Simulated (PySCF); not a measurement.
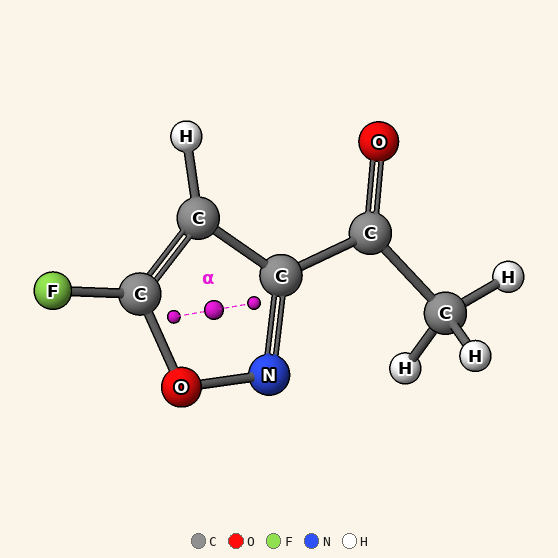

The small points mark where nucleus-independent chemical shifts (NICS) were computed: at the centre of each lettered ring and 1 Å above and below it. The computed structure is the end point of a GFN2-xTB optimisation. No frequency run is at hand to confirm it as a minimum. Level of theory: GIAO PBE0/pcSseg-1 NMR shielding, non-relativistic, gas phase (PySCF 2.14.0).

Give NICS(0), NICS(1) and the out-of-plane component NICS(1)zz for each ring (means of the two sides).

| ring | members | NICS(0) | NICS(1) | NICS(1)zz |
| --- | --- | --- | --- | --- |
| α | C3NO | −11.8 | −9.9 | −22.9 |

Values in ppm.

**What do the values say about the ring currents?**

Ring α: diatropic, as in an aromatic ring. NICS is one index among several.
